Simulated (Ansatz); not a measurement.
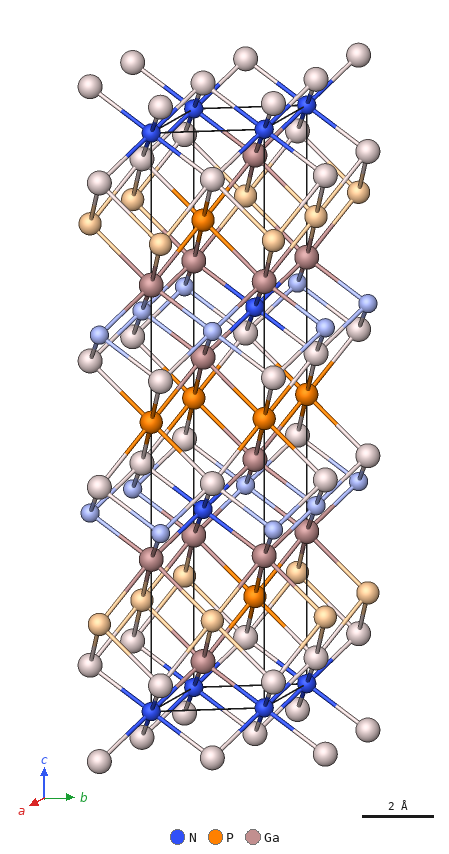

View slightly off an axis, drawn as a ball-and-stick model. The edges of the conventional unit cell are marked. The bonded neighbours beyond the faces are included, in fainter colours.

Ga2PN, space group R-3m (No. 166), a = 3.253 Å, b = 3.253 Å, c = 16.940 Å, α = 90.00°, β = 90.00°, γ = 120.00°. The structure comes from a structure type filled with these elements by a generator (whether the compound takes this form wasn't checked). Earlier steps of the study may have refined or changed the cell and positions. It was run through Ansatz as a DFT input.

This one geometry was computed with Ansatz (DFT, plane waves, PAW) at three levels of theory: PBE with spin-orbit coupling, PBE and r2SCAN. It was relaxed beforehand with r2SCAN.

Q: Which level gives the highest pressure at this volume, and what does that say about its equilibrium volume?

A: Highest: PBE with spin-orbit coupling (4.5 GPa) and PBE (4.5 GPa), which points to the largest equilibrium volume. Lowest, with the smallest volume: r2SCAN (0.2 GPa). Levels within 0.5 GPa of each other can't be told apart.

Q: How does the band gap change with the level of theory?

A: All levels give a metal.

Q: Collect the results in a table.

A:
| level | cutoff (eV) | k-mesh of the run's cell | gap (eV) | pressure (GPa) |
| --- | --- | --- | --- | --- |
| PBE with spin-orbit coupling | 420 | 10×10×10 | metal | 4.5 |
| PBE | 420 | 10×10×10 | metal | 4.5 |
| r2SCAN | 500 | 10×10×10 | metal | 0.2 |

Gaps are taken on the k-mesh or band path of each run.
